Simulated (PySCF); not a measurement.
C3H7NSi

Input

```
{"job": {"kind": "uv", "xc": "PBE0", "basis": "def2-SVPD", "nstates": 8, "ntriplets": 3}, "charge": 0, "multiplicity": 1}
C     -0.880175    -0.829385     0.802408
C     -0.409202     0.023116    -0.379456
Si     1.510591     0.139809    -0.476667
C     -0.946898     1.345928    -0.277286
N     -1.355924     2.410561    -0.175416
H     -0.542116    -0.399338     1.743253
H     -0.479545    -1.837665     0.719567
H     -1.967908    -0.891134     0.827783
H     -0.788114    -0.411589    -1.311438
H      2.003893     0.744116     0.758558
H      1.863429     0.940377    -1.646013
H      1.993167    -1.235482    -0.611319
```

Launched as:

```sh
OMP_NUM_THREADS=1 python probes_run.py task.json out
```

Geometry: GFN2-xTB.

All numbers below come from PySCF 2.14.0, PBE0/def2-SVPD, SCF density, gas phase.

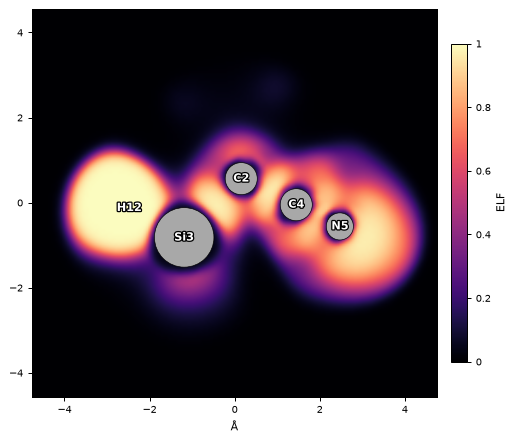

Figure 1. ELF on the plane of atoms C2, Si3 and H12. Grey discs cover the atomic cores.

What do the fields say about this system?

The section cuts through C, Si, N and H sites. C–N (1.15 Å): the ELF peaks at about 0.85 between the atoms; a multiple bond. C–C (1.43 Å): the ELF peaks at about 0.95 between the atoms; localised, covalent bonding. C–Si (1.93 Å): the ELF peaks at about 0.95 between the atoms (a covalent bond). Si–H (1.46 Å): the ELF climbs to about 1 towards the hydrogen, as it does in any bond to H. The ELF also peaks beside N5, away from the bonds: lone-pair regions.

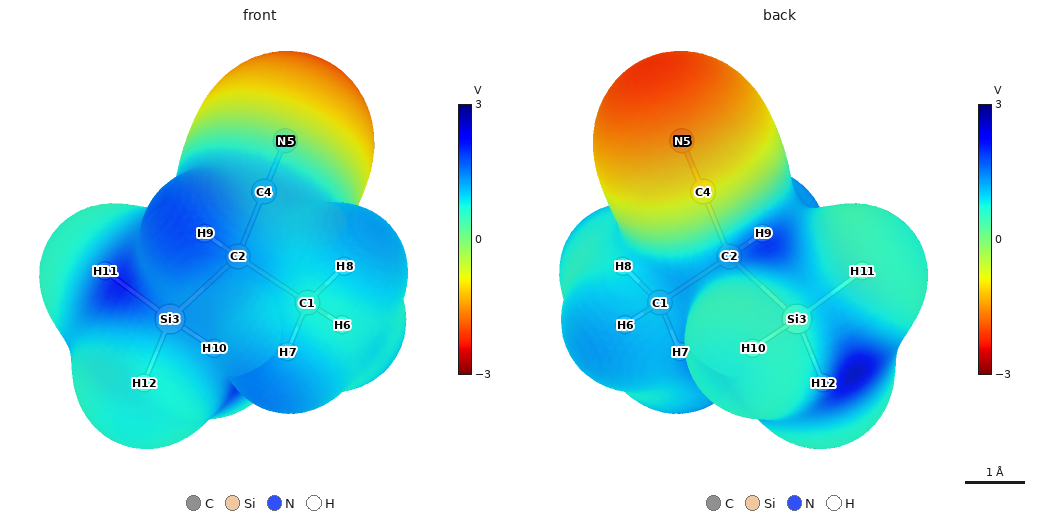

Figure 2. The electrostatic potential painted on the density surface at 0.004 e/bohr³, seen from the front and from behind; the colour scale runs from red (negative) to blue (positive).

Where is the surface potential most negative and most positive?

The most negative region (about −2.2 V) lies over N5, the most positive (about +2.3 V) over Si3. N5 is the likeliest acceptor of a hydrogen bond.
